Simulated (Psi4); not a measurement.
# HSE06/def2-TZVP (core potential) run of GeTe (SMILES [Ge][Te])

What is the vertical singlet–triplet gap of GeTe at HSE06/def2-TZVP (core potential)? The job is set up through a Python script.

Program for the calculation: Psi4 1.11.

## 1. The structure to begin with

The species is GeTe (2 atoms), meant as a singlet with charge 0. As SMILES, `[Ge][Te]`. The bond length is the measured one.

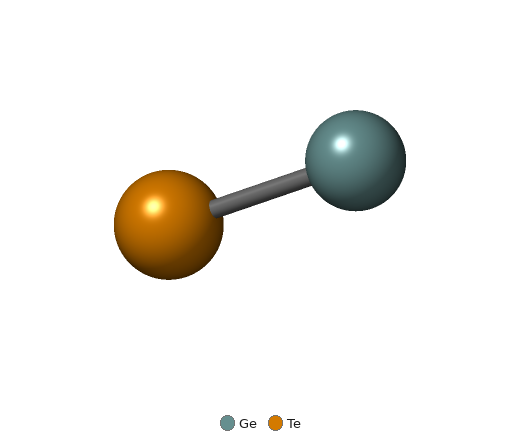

The structure, seen from a chosen angle (germanium teal, tellurium orange).

## 2. A single-point energy at HSE06/def2-TZVP (core potential)

The input, gete.xyz:

```xyz
2
GeTe
Ge     0.000000     0.000000     0.000000
Te     0.000000     0.000000     2.340165
```

The input, gete.py:

```python
import psi4

psi4.set_memory('1600 MB')
psi4.set_num_threads(1)
psi4.set_output_file('run.log', False)

with open('gete.xyz') as f:
    atoms = ''.join(f.readlines()[2:])
mol = psi4.geometry('0 1\n' + atoms + 'symmetry c1\nno_reorient\nno_com')

options = {'basis': 'def2-TZVP', 'puream': True, 'e_convergence': 1e-09, 'd_convergence': 1e-08, 'scf_type': 'pk', 'dft_radial_points': 99, 'dft_spherical_points': 590}
psi4.set_options(options)

e_tot, wfn = psi4.energy('hse06', return_wfn=True)
print('E =', round(e_tot, 9))
```

The run is started by

```sh
$ python gete.py
```

run.log:

```text
[...]
    !!!  WARNING: ECP capability is in beta. Please check occupations closely.  !!!
[...]
  Running in c1 symmetry.
[...]
  Nuclear repulsion =  173.666428561473225
[...]
  Multiplicity = 1
[...]
  Nalpha       = 28
  Nbeta        = 28
[...]
    Number of basis functions: 98
[...]
   @RKS iter   1: -2343.20119875508726   -3.46903e+00   3.02791e-02 DIIS/ADIIS
[...]
   @RKS iter  14: -2344.80642398619329    1.79625e-10   1.10160e-09 DIIS
[...]
    Orbital Energies [Eh]
    ---------------------
    Doubly Occupied:
       1A   -399.122930     2A    -49.932219     3A    -44.406129
       4A    -44.406129     5A    -44.403669     6A     -6.299523
       7A     -6.295481     8A     -4.452719     9A     -4.452719
      10A     -4.445925    11A     -4.415974    12A     -4.415974
      13A     -4.415278    14A     -1.592793    15A     -1.591289
      16A     -1.591288    17A     -1.591062    18A     -1.591062
      19A     -1.246941    20A     -1.246941    21A     -1.241429
      22A     -1.241429    23A     -1.240959    24A     -0.628176
      25A     -0.444965    26A     -0.253526    27A     -0.245268
      28A     -0.245268
[...]
  @RKS Final Energy: -2344.80642398619329
   => Energetics <=
    Nuclear Repulsion Energy =            173.6664285614732250
    One-Electron Energy =               -3708.4300140114719397
    Two-Electron Energy =                1266.0773384277806599
    DFT Exchange-Correlation Energy =     -76.1201769639752825
    Empirical Dispersion Energy =           0.0000000000000000
    VV10 Nonlocal Energy =                  0.0000000000000000
    Total Energy =                      -2344.8064239861928399
[...]
 Multipole Moments:
 ------------------------------------------------------------------------------------
     Multipole            Electronic (a.u.)      Nuclear  (a.u.)        Total (a.u.)
 ------------------------------------------------------------------------------------
 L = 1.  Multiply by 2.5417464519 to convert [e a0] to [Debye]
 Dipole X            :         -0.0000001            0.0000000           -0.0000001
 Dipole Y            :         -0.0000000            0.0000000           -0.0000000
 Dipole Z            :       -106.6094566          106.1345025           -0.4749541
 Magnitude           :                                                    0.4749541
[...]
```

On the terminal:

```text
E = -2344.806423986
```

Wall time 12 s (1 thread of AMD EPYC 9R45 (Zen 5), shared host); peak memory 0.74 GiB.

## 3. The triplet, same level

The input, gete.py:

```python
import psi4

psi4.set_memory('1600 MB')
psi4.set_num_threads(1)
psi4.core.set_output_file('gete.out', False)

m = psi4.geometry("""
0 3
Ge     0.00000000     0.00000000     0.00000000
Te     0.00000000     0.00000000     4.42227094
units bohr
symmetry c1
""")

options = {'basis': 'def2-TZVP', 'reference': 'uks', 'puream': True, 'e_convergence': 1e-09, 'd_convergence': 1e-08, 'scf_type': 'pk', 'dft_radial_points': 99, 'dft_spherical_points': 590, 'maxiter': 200}
psi4.set_options(options)

energy_value = psi4.energy('hse06')
print('E =', round(energy_value, 9))
for k, v in sorted(psi4.core.scalar_variables().items()):
    print(f'{k:45s} {v:18.10f}')
```

The run is started by

```sh
$ python gete.py
```

gete.out:

```text
[...]
    !!!  WARNING: ECP capability is in beta. Please check occupations closely.  !!!
[...]
  Running in c1 symmetry.
[...]
  Nuclear repulsion =  173.666428497933708
[...]
  Multiplicity = 3
[...]
  Nalpha       = 29
  Nbeta        = 27
[...]
    Number of basis functions: 98
[...]
   @UKS iter   1: -2343.12024015447332   -3.49459e+00   3.09468e-02 ADIIS/DIIS
[...]
   @UKS iter  17: -2344.72007586157497   -1.72804e-11   6.85212e-09 DIIS
[...]
   @S^2 Observed:                2.007314789E+00
[...]
    Orbital Energies [Eh]
    ---------------------
    Alpha Occupied:
       1A   -399.093389     2A    -49.903659     3A    -44.378004
       4A    -44.377004     5A    -44.375802     6A     -6.325938
       7A     -6.272455     8A     -4.453706     9A     -4.443160
      10A     -4.441885    11A     -4.427053    12A     -4.422615
      13A     -4.421258    14A     -1.628715    15A     -1.626277
      16A     -1.624422    17A     -1.617211    18A     -1.616092
      19A     -1.220262    20A     -1.218312    21A     -1.218238
      22A     -1.214659    23A     -1.213896    24A     -0.665919
      25A     -0.457357    26A     -0.301837    27A     -0.267025
      28A     -0.260368    29A     -0.158464
    Alpha Virtual:
[...]
  @UKS Final Energy: -2344.72007586157497
   => Energetics <=
    Nuclear Repulsion Energy =            173.6664284979337083
    One-Electron Energy =               -3708.4859532204936841
    Two-Electron Energy =                1266.2447055324246321
    DFT Exchange-Correlation Energy =     -76.1452566714403218
    Empirical Dispersion Energy =           0.0000000000000000
    VV10 Nonlocal Energy =                  0.0000000000000000
    Total Energy =                      -2344.7200758615754239
[...]
 Multipole Moments:
 ------------------------------------------------------------------------------------
     Multipole            Electronic (a.u.)      Nuclear  (a.u.)        Total (a.u.)
 ------------------------------------------------------------------------------------
 L = 1.  Multiply by 2.5417464519 to convert [e a0] to [Debye]
 Dipole X            :          0.0000014            0.0000000            0.0000014
 Dipole Y            :          0.0000000            0.0000000            0.0000000
 Dipole Z            :         51.9552296          -51.6995702            0.2556594
 Magnitude           :                                                    0.2556594
[...]
```

Standard output:

```text
E = -2344.720075862
CURRENT ENERGY                                  -2344.7200758616
CURRENT REFERENCE ENERGY                        -2344.7200758616
DD SOLVATION ENERGY                                 0.0000000000
DFT FUNCTIONAL TOTAL ENERGY                     -2344.7200758616
DFT TOTAL ENERGY                                -2344.7200758616
DFT VV10 ENERGY                                     0.0000000000
DFT XC ENERGY                                     -76.1452566714
GRID ELECTRONS ALPHA                               29.0000004600
GRID ELECTRONS BETA                                27.0000004474
GRID ELECTRONS TOTAL                               56.0000009074
NUCLEAR REPULSION ENERGY                          173.6664284979
ONE-ELECTRON ENERGY                             -3708.4859532205
PCM POLARIZATION ENERGY                             0.0000000000
PE ENERGY                                           0.0000000000
SCF ITERATION ENERGY                            -2344.7200758616
SCF ITERATIONS                                     17.0000000000
SCF TOTAL ENERGY                                -2344.7200758616
TWO-ELECTRON ENERGY                              1266.2447055324
XC GRID RADIAL POINTS                              99.0000000000
XC GRID SPHERICAL POINTS                          590.0000000000
XC GRID TOTAL POINTS                           105570.0000000000
```

Wall time 17 s (1 thread of AMD EPYC 9R45 (Zen 5), shared host); peak memory 0.74 GiB.

## 4. Results

At HSE06/def2-TZVP (core potential):

| quantity | value |
| --- | --- |
| singlet: total energy | -2344.80642 Eh |
| singlet: dipole moment | 1.21 D |
| singlet: HOMO energy | -6.67 eV |
| singlet: LUMO energy | -2.96 eV |
| singlet: HOMO–LUMO gap | 3.71 eV |
| triplet: total energy | -2344.72008 Eh |
| triplet: dipole moment | 0.65 D |
| triplet: HOMO energy (highest over α and β) | -4.31 eV |
| triplet: ⟨S²⟩ | 2.007 |
| vertical energy of the triplet above the singlet | 2.350 eV |

In words: At this shape the triplet lies 2.35 eV (227 kJ/mol) above the singlet.
